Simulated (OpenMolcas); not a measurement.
# One shape, several levels: RuO4 (ruthenium tetroxide)

Wanted: a comparison of 6 runs (HF/STO-3G, HF/3-21G, HF/def2-SVP, B2PLYP/def2-SVP, B3LYP/def2-SVP, TPSS/def2-SVP) of RuO4 (ruthenium tetroxide). 

Program for the calculation: OpenMolcas 26.06.

### 1 Starting point

The species is RuO4 (5 atoms), meant as a singlet with charge 0. SMILES: `[O]=[Ru](=[O])(=[O])=[O]`. Geometry: relaxed at PBE0-D4/def2-TZVP.

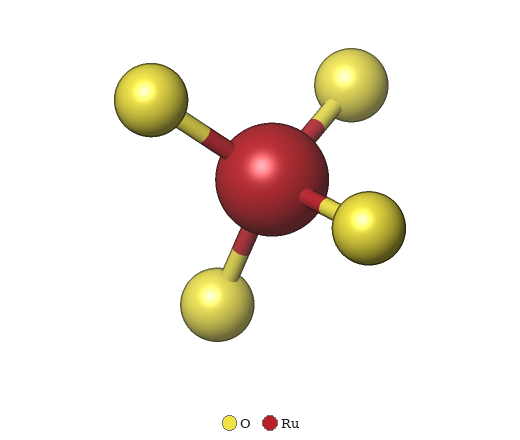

The structure, seen from a chosen angle (oxygen yellow, ruthenium red).

### 2 Energy and forces at HF/STO-3G (run 1)

The input, job.input:

```
&GATEWAY
BasLib=$CurrDir
Coord
5
angstrom
O       -0.839900      -0.286700       1.406400
Ru       0.000000       0.000000       0.000000
O        1.399200      -0.898800      -0.003100
O       -0.938400      -0.430700      -1.303700
O        0.379100       1.616200      -0.099600
Basis=STO-3G
Group=NoSym
&SEWARD
&SCF
Thresholds=1e-10 1e-07 1e-07 1e-05
PrOrbitals=1 1
&ALASKA
```

The basis set STO-3G is read from a file made from the Basis Set Exchange's data (not shown).

Launch:

```sh
$ export MOLCAS_MEM=1860
$ pymolcas job.input > job.log
```

Output:

```text
--- Start Module: gateway ---
[...]
--- Stop Module: gateway /rc=_RC_ALL_IS_WELL_ ---
[...]
      Basis functions           47
[...]
--- Start Module: scf ---
[...]
       Convergence after  16 Iterations
[...]
::    Total SCF energy                              -4692.9044758292
[...]
      Total spin, S                                     0.0000000000
[...]
      Total electronic charge=   76.000000
      Total            charge=   -0.000000
[...]
      Dipole Moment (debye):
      Origin of the operator (angstrom)=    0.0000   -0.0000    0.0000
                   X=  2.7333E-05               Y= -9.8040E-05               Z=  1.2053E-04           Total=  1.5775E-04
      Quadrupole Moment (debye*angstrom):
[...]
--- Stop Module: scf /rc=_RC_ALL_IS_WELL_ ---
[...]
--- Start Module: alaska ---
[...]
 *              Molecular gradients               *
 **************************************************
  Irreducible representation: a
 ------------------------------------------------------------------------------------------
                              X                       Y                       Z
 ------------------------------------------------------------------------------------------
  O1               -5.00627588596032E-02   -1.70883026652113E-02    8.38304944999209E-02
  RU2               5.75576791391613E-06   -2.06820480193326E-05    2.54392242633270E-05
  O3                8.34050099687076E-02   -5.35781158519484E-02   -1.85066985735061E-04
  O4               -5.59546417228169E-02   -2.56862486936384E-02   -7.77361885649199E-02
  O5                2.26066348457845E-02    9.63733492587551E-02   -5.93467817349147E-03
 ------------------------------------------------------------------------------------------
--- Stop Module: alaska /rc=_RC_ALL_IS_WELL_ ---
[...]
```

Wall time 5.4 s (1 thread of Intel Xeon Platinum 8259CL at 2.50GHz (Skylake/Cascade Lake), shared host); peak memory 0.38 GiB.

### 3 Energy and forces at HF/3-21G (run 2)

The input, mol.xyz:

```xyz
5

O     -0.839900    -0.286700     1.406400
Ru     0.000000     0.000000     0.000000
O      1.399200    -0.898800    -0.003100
O     -0.938400    -0.430700    -1.303700
O      0.379100     1.616200    -0.099600
```

The input, mol.inp:

```
&GATEWAY
  BasLib=$CurrDir
  Coord=mol.xyz
  Basis=3-21G
  Group=NoSym

&SEWARD

&SCF
  Thresholds=1e-10 1e-07 1e-07 1e-05
  PrOrbitals=1 1

&ALASKA
```

The basis set 3-21G is read from a file made from the Basis Set Exchange's data (not shown).

Launch:

```sh
$ export MOLCAS_MEM=1860
$ pymolcas mol.inp > mol.log
```

Output:

```text
--- Start Module: gateway ---
[...]
--- Stop Module: gateway /rc=_RC_ALL_IS_WELL_ ---
[...]
      Basis functions           72
[...]
--- Start Module: scf ---
[...]
       Convergence after  18 Iterations
[...]
::    Total SCF energy                              -4717.8915081703
[...]
      Total spin, S                                     0.0000000000
[...]
      Total electronic charge=   76.000000
      Total            charge=   -0.000000
[...]
      Dipole Moment (debye):
      Origin of the operator (angstrom)=    0.0000   -0.0000    0.0000
                   X=  2.6662E-05               Y= -8.9080E-05               Z=  1.0578E-04           Total=  1.4084E-04
      Quadrupole Moment (debye*angstrom):
[...]
--- Stop Module: scf /rc=_RC_ALL_IS_WELL_ ---
[...]
--- Start Module: alaska ---
[...]
 *              Molecular gradients               *
 **************************************************
  Irreducible representation: a
 ------------------------------------------------------------------------------------------
                              X                       Y                       Z
 ------------------------------------------------------------------------------------------
  O1                1.59752584342989E-02    5.45343049541369E-03   -2.67488953711279E-02
  RU2               8.07101268635729E-06   -2.89721838425128E-05    3.56749369258072E-05
  O3               -2.66066865004078E-02    1.70897454098302E-02    5.90246324031762E-05
  O4                1.78208699612341E-02    8.17501757995664E-03    2.47587880432398E-02
  O5               -7.19751290782078E-03   -3.06892213013086E-02    1.89540775851915E-03
 ------------------------------------------------------------------------------------------
--- Stop Module: alaska /rc=_RC_ALL_IS_WELL_ ---
[...]
```

It took 7.8 s on 1 thread of Intel Xeon Platinum 8259CL at 2.50GHz (Skylake/Cascade Lake), shared host; peak memory 0.42 GiB.

### 4 Energy and forces at HF/def2-SVP (core potential) (run 3)

The input, mol.input:

```
* O4Ru Hartree-Fock
>>> EXPORT MOLCAS_PRINT=2

&GATEWAY
 BasLib
 $CurrDir
 Coord
 5
 angstrom
 O       -0.839900      -0.286700       1.406400
 Ru       0.000000       0.000000       0.000000
 O        1.399200      -0.898800      -0.003100
 O       -0.938400      -0.430700      -1.303700
 O        0.379100       1.616200      -0.099600
 Basis
 def2-SVP
 Group
 NoSym

&SEWARD

&SCF
 Thresholds
 1e-10 1e-07 1e-07 1e-05
 PrOrbitals
 1 1

&ALASKA
```

The basis set def2-SVP is read from a file made from the Basis Set Exchange's data (not shown).

Launch:

```sh
$ export MOLCAS_MEM=1860
$ pymolcas mol.input > mol.log
```

Output:

```text
--- Start Module: gateway ---
[...]
--- Stop Module: gateway /rc=_RC_ALL_IS_WELL_ ---
[...]
      Basis functions           87
[...]
--- Start Module: scf ---
[...]
       Convergence after  15 Iterations
[...]
::    Total SCF energy                               -392.9132928049
[...]
      Total spin, S                                     0.0000000000
[...]
      Total electronic charge=   48.000000
      Total            charge=   -0.000000
[...]
      Dipole Moment (debye):
      Origin of the operator (angstrom)=    0.0000   -0.0000    0.0000
                   X=  4.8204E-05               Y= -1.7032E-04               Z=  2.0777E-04           Total=  2.7295E-04
      Quadrupole Moment (debye*angstrom):
[...]
--- Stop Module: scf /rc=_RC_ALL_IS_WELL_ ---
[...]
--- Start Module: alaska ---
[...]
 *              Molecular gradients               *
 **************************************************
  Irreducible representation: a
 ------------------------------------------------------------------------------------------
                              X                       Y                       Z
 ------------------------------------------------------------------------------------------
  O1               -2.99497722728308E-02   -1.02227183981953E-02    5.01514263764626E-02
  RU2               5.25768606498295E-06   -1.88085362297685E-05    2.32124263951438E-05
  O3                4.98980753862881E-02   -3.20542058857427E-02   -1.10863035129340E-04
  O4               -3.34809835051484E-02   -1.53710564444616E-02   -4.65140490523588E-02
  O5                1.35274227055957E-02    5.76667892645943E-02   -3.54972671534393E-03
 ------------------------------------------------------------------------------------------
--- Stop Module: alaska /rc=_RC_ALL_IS_WELL_ ---
[...]
```

It took 12 s on 1 thread of Intel Xeon Platinum 8259CL at 2.50GHz (Skylake/Cascade Lake), shared host; peak memory 0.48 GiB.

Runs 4 to 5 aren't shown in full; the table further down has their settings and results.

### 5 Energy and forces at TPSS/def2-SVP (core potential) (run 6)

The input, calc.inp:

```
&GATEWAY
 BasLib
 $CurrDir
 Coord
 5
 bohr
 O     -1.58718097    -0.54178448     2.65771082
 Ru     0.00000000     0.00000000     0.00000000
 O      2.64410479    -1.69848584    -0.00585815
 O     -1.77331900    -0.81390504    -2.46363595
 O      0.71639517     3.05417536    -0.18821672
 Basis
 def2-SVP
 Group
 NoSym

&SEWARD
 GridInput
 Grid=UltraFine
 End of Grid

&SCF
 KSDFT
 2
 1.0 MGGA_X_TPSS
 1.0 MGGA_C_TPSS
 Thresholds
 1e-10 1e-07 1e-07 1e-05
 PrOrbitals
 0

&ALASKA
```

The basis set def2-SVP is read from a file made from the Basis Set Exchange's data (not shown).

Launch:

```sh
$ export MOLCAS_MEM=1860
$ pymolcas calc.inp > calc.log
```

Output:

```text
--- Start Module: gateway ---
[...]
--- Stop Module: gateway /rc=_RC_ALL_IS_WELL_ ---
[...]
      Basis functions           87
[...]
--- Start Module: scf ---
[...]
       Convergence after  21 Iterations
[...]
::    Total KS-DFT energy                            -395.5599991474
[...]
      Total spin, S                                     0.0000000000
[...]
      Total electronic charge=   48.000000
      Total            charge=   -0.000000
[...]
      Dipole Moment (debye):
      Origin of the operator (angstrom)=   -0.0000   -0.0000    0.0000
                   X=  3.6906E-05               Y= -1.0428E-04               Z=  1.3498E-04           Total=  1.7452E-04
      Quadrupole Moment (debye*angstrom):
[...]
--- Stop Module: scf /rc=_RC_ALL_IS_WELL_ ---
[...]
--- Start Module: alaska ---
[...]
 *              Molecular gradients               *
 **************************************************
  Irreducible representation: a
 ------------------------------------------------------------------------------------------
                              X                       Y                       Z
 ------------------------------------------------------------------------------------------
  O1                1.77763737193111E-02    6.06877953884810E-03   -2.97659613131103E-02
  RU2               1.77605498012264E-05   -1.92611540834680E-05    3.35326946891184E-05
  O3               -2.96130709157154E-02    1.90158631786659E-02    6.70958927429938E-05
  O4                1.98396700077730E-02    9.09463662645305E-03    2.75541260911858E-02
  O5               -8.02073336111508E-03   -3.41600181897839E-02    2.11120663451414E-03
 ------------------------------------------------------------------------------------------
--- Stop Module: alaska /rc=_RC_ALL_IS_WELL_ ---
[...]
```

Wall time 48 s (1 thread of Intel Xeon Platinum 8259CL at 2.50GHz (Skylake/Cascade Lake), shared host); peak memory 0.48 GiB.

### 6 All runs side by side

```
run                             level      task  frozen core orbitals   energy (Eh)  dipole moment (D)  HOMO energy (eV)  LUMO energy (eV)  wall time
  1                         HF/STO-3G  gradient                     –  -4692.904476               0.00             -9.74              1.63      5.4 s
  2                          HF/3-21G  gradient                     –  -4717.891508               0.00            -14.28             -2.96      7.8 s
  3      HF/def2-SVP (core potential)  gradient                     –   -392.913293               0.00            -14.61             -2.66       12 s
  4  B2PLYP/def2-SVP (core potential)    energy                     4   -395.128430               0.00            -11.96             -4.25       24 s
  5   B3LYP/def2-SVP (core potential)  gradient                     –   -395.493832               0.00            -10.16             -5.16       41 s
  6    TPSS/def2-SVP (core potential)  gradient                     –   -395.559999               0.00             -8.94             -5.42       48 s
```

### 7 Outcome

| quantity | value |
| --- | --- |
| run 6: total energy | -395.56000 Eh |
| run 6: dipole moment | 0.00 D |
| run 6: HOMO energy | -8.94 eV |
| run 6: LUMO energy | -5.42 eV |
| run 6: HOMO–LUMO gap | 3.52 eV |
| run 6: largest force on an atom | 1.810 eV/Å |

In words: The HOMO–LUMO gap runs from 3.52 eV (TPSS/def2-SVP) to 11.95 eV (HF/def2-SVP). Exact exchange widens orbital gaps. For B2PLYP the log adds the whole second-order term; the table takes 0.27 of it, as the functional is defined. Totals of different functionals can't be ranked against each other. Some runs of one species differ in core potentials or relativity; totals across that change don't compare. In run 1 the basis is minimal, so the values are rough. In runs 1, 2 relativity is left out where basis or elements ask for it. All runs together took 2.3 min, the longest 48 s.
